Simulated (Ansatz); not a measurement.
Selenium (P3_121, 3 atoms a cell), computed twice by G0W0.

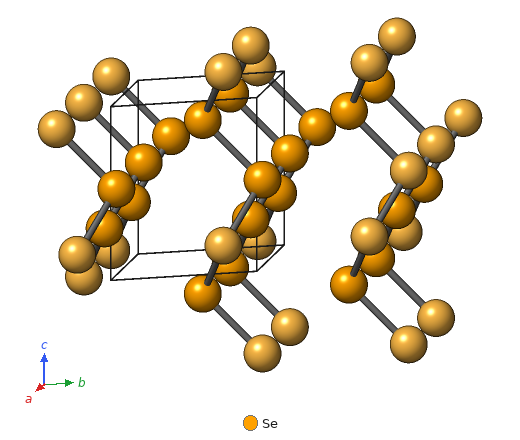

The structure (selenium orange). 2×2×1 cells are drawn. Some periodic images of atoms are drawn too.

```
Se
1.0
     4.36620    0.00000    0.00000
    -2.18310    3.78124    0.00000
     0.00000    0.00000    4.95360
Se
3
Direct
  0.22540 0.00000 0.33333
  0.00000 0.22540 0.66667
  0.77460 0.77460 0.00000
```

The cell and positions come from the Crystallography Open Database and are kept as given unless a step says otherwise.

The first (Ansatz 0.2.0; start PBE, 6×6×4 mesh, 341 empty bands, screening to 150 eV, PAW set soft_1 files; 1 × NVIDIA H100 80GB HBM3 (shared by 6 runs) with 3 threads of AMD EPYC 7R13 (Zen 3), shared host) gave, on its mesh: starting gap 1.02 eV, G0W0 gap 1.72 eV, RPA ε∞ (mean) 10.66, 72 s.

The second gave: starting gap 2.67 eV, G0W0 gap 2.60 eV, RPA ε∞ (mean) 5.45, 2 min.

What was changed in the input? Choose among start, files, mesh, bands and cutoff, frequency model or another key.

Changed: start from PBE to PBE with 50 % screened exact exchange. A jump of this size in the start, with ε∞ moving the other way, marks another functional. Other changes could give like numbers; this is the one that was made.

Limits: not at the basis limit; no spin-orbit coupling.

[Paths, hosts, dates, memory and timing lines, banners, echoed tables and standing remarks are left out of the program output.]

[Logs are printed without paths, hosts, clocks, repeated set-up lines and the standing remarks that a program may print on its own settings, such as how far it seeks lower states.]

[Runs of the session that timed out or met a known fault of the program may be left out.]

[Cells called generated may have been cut or substituted from an entry of the Crystallography Open Database or the Materials Project.]

[Hosts, paths, dates, database ids (printed as entryN), source tags and the programs' standing remarks are cut or masked in the printed files.]
